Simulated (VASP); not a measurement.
Band structure of HfS (space group P-6m2). Level of theory: PBEsol GGA with spin-orbit coupling, VASP's PBE PAW potentials (set 64) (plane waves; VASP).

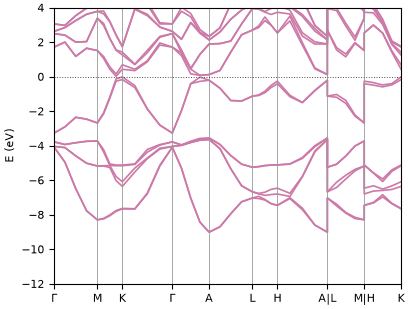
Figure: Bands along high-symmetry lines, zero at the valence-band maximum or, without a gap, the Fermi level

Q: Read the plot: is there a gap, and where are the band edges?

A: It has no gap at this level: it comes out as a metal or semimetal.

The structure comes from a computed database's HfS entry (P-6m2); how it stands against other phases isn't given here. It was relaxed first.
